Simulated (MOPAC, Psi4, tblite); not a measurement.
Interaction energy of HCl ··· CH3Br (SMILES Cl and CBr). Monomers: optimised at B3LYP-D3(BJ) (def2-TZVP), held rigid. Orientation: lowest of the rigid-body minima from ten starts at GFN2-xTB. The monomers approach along the line of their centres of mass (distance R); nothing else relaxes.

Geometry at R = 3.65 Å (first 2 atoms: monomer A):
```
7

Cl     0.6410     0.0000     0.0000
H     -0.6410     0.0000     0.0000
C     -1.3338     3.1559     0.0659
Br    -2.6843     1.7393     0.0348
H     -1.4820     3.7707    -0.8147
H     -0.3591     2.6811     0.0539
H     -1.4801     3.7294     0.9744
```

Methods: PM7, restricted, heats of formation (MOPAC); GFN2-xTB (tblite); PBE/def2-TZVP, counterpoise-corrected (Psi4); PBE-D3(BJ)/def2-TZVP, counterpoise-corrected (Psi4); MP2/aug-cc-pVDZ = DF-MP2/aug-cc-pVDZ, frozen core, counterpoise-corrected (Psi4).

Interaction energies in kcal/mol (negative: bound); R is the distance of the centres of mass, d the H2···Br4 distance.

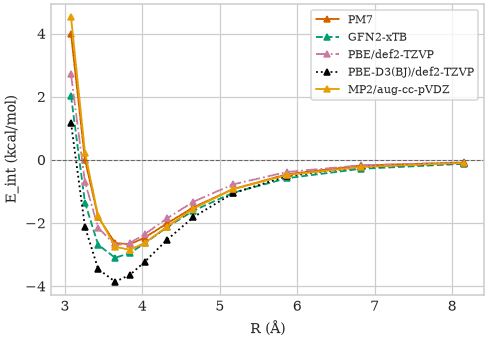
Figure. Interaction energy against separation.

```
R / Å  d / Å    PM7  GFN2-xTB  PBE/def2-TZVP  PBE-D3(BJ)/def2-TZVP  MP2/aug-cc-pVDZ
-----  -----  -----  --------  -------------  --------------------  ---------------
3.08    2.12   4.00      2.02           2.70                  1.17             4.52
3.26    2.30   0.00     -1.35          -0.70                 -2.12             0.23
3.43    2.47  -1.81     -2.69          -2.15                 -3.46            -1.77
3.65    2.68  -2.63     -3.10          -2.71                 -3.86            -2.75
3.84    2.87  -2.67     -2.95          -2.63                 -3.65            -2.85
4.03    3.06  -2.46     -2.65          -2.36                 -3.23            -2.63
4.32    3.35  -2.02     -2.13          -1.85                 -2.53            -2.12
4.66    3.69  -1.50     -1.61          -1.33                 -1.81            -1.54
5.17    4.19  -0.93     -1.04          -0.78                 -1.06            -0.93
5.87    4.89  -0.46     -0.58          -0.38                 -0.52            -0.48
6.82    5.84  -0.18     -0.28          -0.17                 -0.23            -0.23
8.16    7.18  -0.09     -0.13          -0.08                 -0.10            -0.10
```

Lowest grid point: PM7 -2.67 kcal/mol at R = 3.84 Å; GFN2-xTB -3.10 kcal/mol at R = 3.65 Å; PBE/def2-TZVP -2.71 kcal/mol at R = 3.65 Å; PBE-D3(BJ)/def2-TZVP -3.86 kcal/mol at R = 3.65 Å; MP2/aug-cc-pVDZ -2.85 kcal/mol at R = 3.84 Å.
